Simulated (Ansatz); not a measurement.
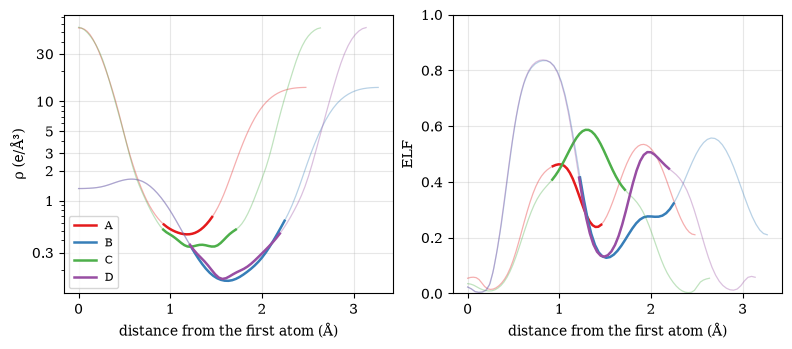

The picture shows: La₂Ge₅Pd₃. Valence electron density and ELF along straight lines between neighbouring atoms. Thin, pale parts lie inside the atomic spheres.

Space group Ibam; a generated structure, not necessarily the stable one.

Level of theory: Ansatz, DFT r2SCAN, scalar-relativistic, plane waves, PAW.

In a PAW calculation such maps are meaningful between the atoms, not at the nuclei.

```yaml
crystal:
  lattice:
    - [10.24052, 0.00000, 0.00000]
    - [0.00000, 12.23901, 0.00000]
    - [0.00000, 0.00000, 6.24614]
  atoms:
    - { symbol: La, position: [0.26681, 0.62882, 0.00000] }
    - { symbol: La, position: [0.76681, 0.12882, 0.50000] }
    - { symbol: La, position: [0.73319, 0.37118, 0.00000] }
    - { symbol: La, position: [0.23319, 0.87118, 0.50000] }
    - { symbol: La, position: [0.26681, 0.37118, 0.50000] }
    - { symbol: La, position: [0.76681, 0.87118, 0.00000] }
    - { symbol: La, position: [0.23319, 0.12882, 0.00000] }
    - { symbol: La, position: [0.73319, 0.62882, 0.50000] }
    - { symbol: Ge, position: [0.00000, 0.00000, 0.25000] }
    - { symbol: Ge, position: [0.50000, 0.50000, 0.75000] }
    - { symbol: Ge, position: [0.00000, 0.00000, 0.75000] }
    - { symbol: Ge, position: [0.50000, 0.50000, 0.25000] }
    - { symbol: Ge, position: [0.00000, 0.72744, 0.25000] }
    - { symbol: Ge, position: [0.50000, 0.22744, 0.75000] }
    - { symbol: Ge, position: [0.00000, 0.27256, 0.25000] }
    - { symbol: Ge, position: [0.50000, 0.77256, 0.75000] }
    - { symbol: Ge, position: [0.00000, 0.27256, 0.75000] }
    - { symbol: Ge, position: [0.50000, 0.77256, 0.25000] }
    - { symbol: Ge, position: [0.50000, 0.22744, 0.25000] }
    - { symbol: Ge, position: [0.00000, 0.72744, 0.75000] }
    - { symbol: Ge, position: [0.34885, 0.89159, 0.00000] }
    - { symbol: Ge, position: [0.84885, 0.39159, 0.50000] }
    - { symbol: Ge, position: [0.15115, 0.39159, 0.00000] }
    - { symbol: Ge, position: [0.65115, 0.89159, 0.50000] }
    - { symbol: Ge, position: [0.34885, 0.10841, 0.50000] }
    - { symbol: Ge, position: [0.84885, 0.60841, 0.00000] }
    - { symbol: Ge, position: [0.65115, 0.10841, 0.00000] }
    - { symbol: Ge, position: [0.15115, 0.60841, 0.50000] }
    - { symbol: Pd, position: [0.39044, 0.36115, 0.00000] }
    - { symbol: Pd, position: [0.89044, 0.86115, 0.50000] }
    - { symbol: Pd, position: [0.00000, 0.50000, 0.25000] }
    - { symbol: Pd, position: [0.50000, 0.00000, 0.75000] }
    - { symbol: Pd, position: [0.10956, 0.86115, 0.00000] }
    - { symbol: Pd, position: [0.60956, 0.36115, 0.50000] }
    - { symbol: Pd, position: [0.89044, 0.13885, 0.00000] }
    - { symbol: Pd, position: [0.39044, 0.63885, 0.50000] }
    - { symbol: Pd, position: [0.10956, 0.13885, 0.50000] }
    - { symbol: Pd, position: [0.60956, 0.63885, 0.00000] }
    - { symbol: Pd, position: [0.50000, 0.00000, 0.25000] }
    - { symbol: Pd, position: [0.00000, 0.50000, 0.75000] }
```

Which curve belongs to which contact (Ge–Ge, Ge–Pd, La–Ge and La–Pd)? The first atom named is at distance zero.

Answer. Curve A: Ge–Pd (2.48 Å): ρ at the midpoint is about 0.46 e/Å³; the ELF is about 0.35 at the midpoint; no shared electron pair shows on this line. Curve B: La–Pd (3.27 Å): the density is about 0.16 e/Å³ at the midpoint; the ELF is about 0.15 at the midpoint (no shared electron pair shows on this line). Curve C: Ge–Ge (2.64 Å): ρ at the midpoint is about 0.36 e/Å³; the ELF reaches about 0.60 near the midpoint. Curve D: La–Ge (3.14 Å): ρ is about 0.16 e/Å³ halfway; the ELF peaks at about 0.50 in the valence shell of Ge, 1.2 Å from its nucleus, and drops to about 0.15 between the two atoms (no shared electron pair shows on this line).
